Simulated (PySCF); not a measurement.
## Run report: CH4MoO3, geometry relaxation

System: CH4MoO3 (Mo(CH)(OH)3), SMILES [CH]#[Mo]([OH])([OH])[OH].
Method: PBE0-D3(BJ)/def2-SVP geometry optimisation, gas phase (PySCF 2.14.0).

It belongs to a series of runs on one base structure; here: ligand (all three): Cl to OH.

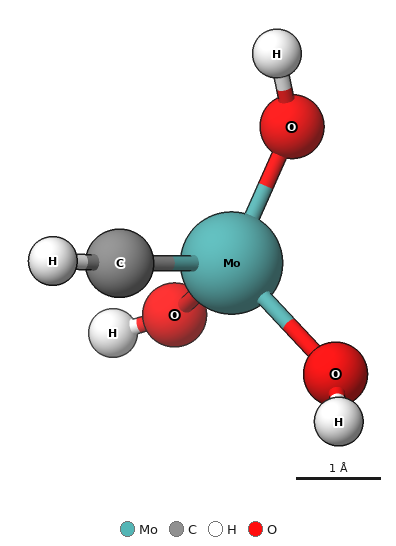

**Figure 1.** The structure as given in the input (ball-and-stick view, seen at a tilt). Sticks mark near contacts. Bond lengths as drawn: C–H 1.05 Å, C–Mo 1.79 Å, H–O 0.85 to 1.01 Å and Mo–O 1.79 to 1.98 Å.

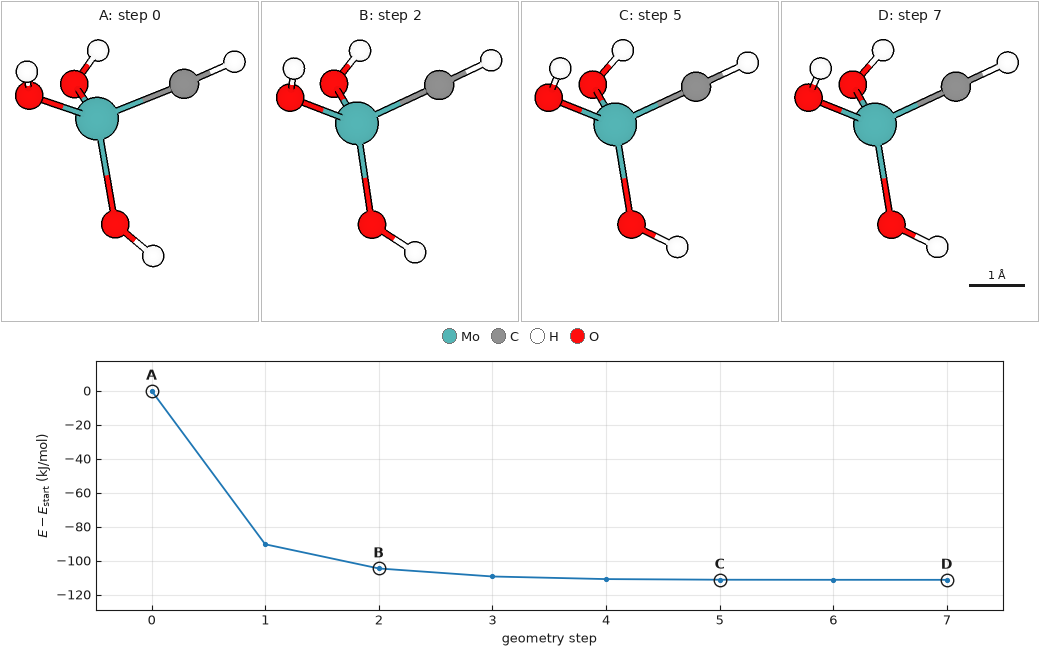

**Figure 2.** Frames of the relaxation (ball-and-stick view, seen at a tilt) above the curves, on which the letters mark them (steps are counted from 0).

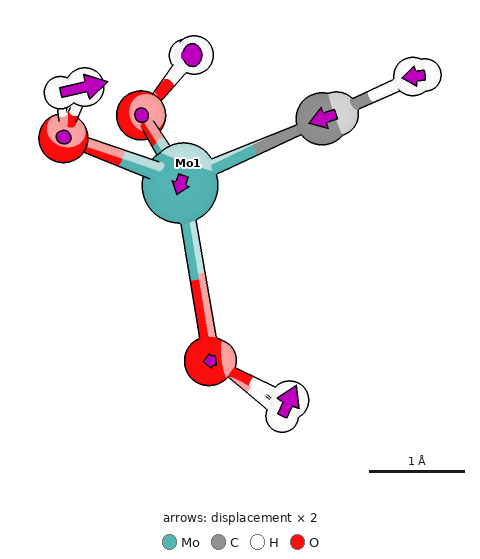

**Figure 3.** Start (faint) and end (solid) with the displacements as pink arrows, magnified 2 times (ball-and-stick view, seen at a tilt). The two geometries are laid on each other by the best rigid fit. The atom that moves furthest after the best rigid fit is H5 (0.26 Å). Largest moves by element: H 0.26 Å, C 0.16 Å, Mo 0.11 Å, O 0.08 Å. Distances before and after: O4–H5 0.851 → 0.962 Å, Mo1–O6 1.980 → 1.877 Å, Mo1–O8 1.787 → 1.877 Å, Mo1–C2 1.793 → 1.714 Å. Among the angles that change: Mo1–O4–H5 140.1° → 123.9°, Mo1–O6–H7 138.3° → 123.9°, Mo1–O8–H9 135.3° → 123.9°. Over 7 geometry steps the energy falls by 111.3 kJ/mol. Largest force component: 9 eV/Å at the start, 0.012 eV/Å at the end. (Atoms are counted from 1 in the order of the input.)

These pictures come from the run below.

**The input**
```
{"job": {"xc": "PBE0", "basis": "def2-SVP", "d3": "d3bj", "grid": 1, "maxiter": 30, "shake": 0.03, "kind": "geom"}, "charge": 0, "multiplicity": 1}
Mo     0.059420    -0.078160    -0.295800
C     -0.011050    -0.010230     1.494970
H     -0.033020     0.000110     2.546220
O      1.820040     0.442230    -0.856490
H      2.580470     0.634830    -0.526030
O     -1.267860     1.297490    -0.812510
H     -1.830500     1.907260    -0.398620
O     -0.448760    -1.708420    -0.822160
H     -0.736000    -2.554550    -0.355230
```

The first line tells a small driver script what to run in PySCF; the rest is the geometry in Å.

Launched with:
```bash
OMP_NUM_THREADS=1 python <driver script> task.json out
```

**What the program printed**
```
step   0  E = -333.90488540  max force = 0.175937
step   1  E = -333.93930825  max force = 0.061488
step   2  E = -333.94473251  max force = 0.021221
step   3  E = -333.94653131  max force = 0.006228
step   4  E = -333.94711468  max force = 0.002638
step   5  E = -333.94725723  max force = 0.003364
step   6  E = -333.94727572  max force = 0.000903
step   7  E = -333.94728038  max force = 0.000234
optimisation converged
```

**Trajectory as extended XYZ (Å, eV, eV/Å), 8 frames, from step=0 to step=7**
```
9
Properties=species:S:1:pos:R:3:forces:R:3 step=0 energy=-9086.01473
Mo    0.0594   -0.0782   -0.2958   -0.3546   5.2992   3.5047
C    -0.0111   -0.0102    1.4950    0.5184  -0.6430  -5.0812
H    -0.0330    0.0001    2.5462   -0.0907   0.0885   1.7427
O     1.8200    0.4422   -0.8565   -9.0470  -2.5875  -3.4705
H     2.5805    0.6348   -0.5260    7.7133   1.9717   3.7875
O    -1.2679    1.2975   -0.8125    2.8264  -3.0762  -1.2301
H    -1.8305    1.9073   -0.3986   -1.0272   1.1004   1.3996
O    -0.4488   -1.7084   -0.8222   -1.1313  -3.9133   0.1620
H    -0.7360   -2.5545   -0.3552    0.5928   1.7603  -0.8147
9
Properties=species:S:1:pos:R:3:forces:R:3 step=1 energy=-9086.95142
Mo    0.0188    0.0046   -0.3026    0.3892  -1.8207  -2.0057
C     0.0115    0.0119    1.3605    0.0024   0.0857   3.1618
H     0.0129    0.0048    2.4573    0.0008   0.0136  -0.0762
O     1.7198    0.4456   -0.8398    0.7983   0.1960  -0.7206
H     2.5451    0.6420   -0.4015    0.1833   0.0567   0.3495
O    -1.1992    1.2336   -0.8333   -1.3293   1.4237  -0.7255
H    -1.7558    1.8309   -0.3297   -0.0636   0.0418   0.1483
O    -0.4826   -1.7275   -0.8142   -0.0677  -0.2297  -0.2692
H    -0.7377   -2.5154   -0.3223    0.0865   0.2329   0.1375
9
Properties=species:S:1:pos:R:3:forces:R:3 step=2 energy=-9087.09903
Mo    0.0179   -0.0101   -0.3293   -0.3597   0.0487   1.0912
C     0.0229   -0.0010    1.4097   -0.0223   0.0137  -1.0055
H     0.0305   -0.0021    2.5103    0.0040   0.0061  -0.2062
O     1.7560    0.4338   -0.8695    0.2354   0.0167  -0.0224
H     2.5713    0.6280   -0.3810   -0.4975  -0.1091  -0.0252
O    -1.2552    1.2825   -0.8738    0.3174  -0.2793   0.0824
H    -1.8036    1.8689   -0.3387    0.1620  -0.1816   0.0615
O    -0.4832   -1.7546   -0.8399    0.2002   0.6467  -0.3318
H    -0.7238   -2.5148   -0.3135   -0.0395  -0.1619   0.3560
9
Properties=species:S:1:pos:R:3:forces:R:3 step=3 energy=-9087.14797
Mo    0.0148   -0.0125   -0.3389   -0.0837   0.2259   0.3202
C     0.0191    0.0009    1.3802    0.0047  -0.0249  -0.1981
H     0.0274    0.0042    2.4755   -0.0009   0.0080  -0.0258
O     1.7515    0.4285   -0.8778    0.1619   0.0037  -0.1188
H     2.5402    0.6167   -0.3557   -0.2083  -0.0389   0.0587
O    -1.2461    1.2764   -0.8678    0.0762  -0.0582  -0.0577
H    -1.7797    1.8459   -0.3047    0.0575  -0.0686   0.0793
O    -0.4814   -1.7414   -0.8483   -0.0342  -0.1007  -0.1568
H    -0.7130   -2.4882   -0.2882    0.0268   0.0538   0.0989
9
Properties=species:S:1:pos:R:3:forces:R:3 step=4 energy=-9087.16385
Mo    0.0110   -0.0090   -0.3571    0.0867  -0.0227   0.0034
C     0.0213    0.0011    1.3552    0.0137  -0.0053   0.0873
H     0.0322    0.0068    2.4490   -0.0036   0.0022   0.0290
O     1.7520    0.4230   -0.8935    0.0989   0.0096  -0.0895
H     2.5039    0.6035   -0.3210   -0.0458  -0.0032   0.0511
O    -1.2421    1.2808   -0.8685   -0.1056   0.1207  -0.0803
H    -1.7557    1.8271   -0.2663   -0.0041   0.0003   0.0388
O    -0.4874   -1.7406   -0.8614   -0.0565  -0.1357  -0.0658
H    -0.7025   -2.4623   -0.2621    0.0164   0.0340   0.0259
9
Properties=species:S:1:pos:R:3:forces:R:3 step=5 energy=-9087.16773
Mo    0.0106   -0.0089   -0.3691   -0.0178   0.0158  -0.1730
C     0.0270   -0.0008    1.3415    0.0166  -0.0016   0.1616
H     0.0393    0.0061    2.4355   -0.0032  -0.0009   0.0183
O     1.7566    0.4168   -0.9040    0.0343   0.0003  -0.0208
H     2.4836    0.5934   -0.2993    0.0059   0.0050   0.0156
O    -1.2450    1.2920   -0.8702   -0.0068   0.0140  -0.0073
H    -1.7465    1.8248   -0.2455   -0.0067   0.0070   0.0078
O    -0.4946   -1.7440   -0.8691   -0.0299  -0.0585   0.0116
H    -0.6982   -2.4488   -0.2456    0.0076   0.0188  -0.0139
9
Properties=species:S:1:pos:R:3:forces:R:3 step=6 energy=-9087.16823
Mo    0.0095   -0.0084   -0.3745    0.0333  -0.0349   0.0464
C     0.0299   -0.0012    1.3402    0.0032   0.0029  -0.0410
H     0.0430    0.0053    2.4347   -0.0011  -0.0013   0.0019
O     1.7586    0.4131   -0.9083    0.0032  -0.0025   0.0012
H     2.4788    0.5893   -0.2949    0.0022   0.0011  -0.0033
O    -1.2434    1.2957   -0.8709   -0.0233   0.0293  -0.0011
H    -1.7411    1.8256   -0.2404   -0.0056   0.0076  -0.0060
O    -0.5014   -1.7446   -0.8708   -0.0130  -0.0048   0.0108
H    -0.7011   -2.4444   -0.2409    0.0011   0.0025  -0.0089
9
Properties=species:S:1:pos:R:3:forces:R:3 step=7 energy=-9087.16836
Mo    0.0098   -0.0089   -0.3738   -0.0005  -0.0003   0.0023
C     0.0314   -0.0015    1.3402    0.0026   0.0014  -0.0081
H     0.0446    0.0047    2.4348   -0.0002  -0.0006  -0.0016
O     1.7594    0.4103   -0.9087   -0.0036  -0.0054   0.0020
H     2.4808    0.5869   -0.2968   -0.0013  -0.0006  -0.0028
O    -1.2426    1.2983   -0.8702    0.0090  -0.0041   0.0079
H    -1.7405    1.8300   -0.2414    0.0002   0.0020  -0.0031
O    -0.5052   -1.7444   -0.8693   -0.0046   0.0120   0.0021
H    -0.7050   -2.4448   -0.2405   -0.0017  -0.0042   0.0013
```

**Summary**

```csv
quantity,value
outcome,converged
total energy,−333.947280 hartree
dipole moment,2.78 D
point group,C3v
hardware,"1 CPU thread, shared host"
wall time,48 s
peak memory,0.41 GiB
```

**Remarks**

The run takes a singlet; with an open-shell metal another spin state may lie lower.
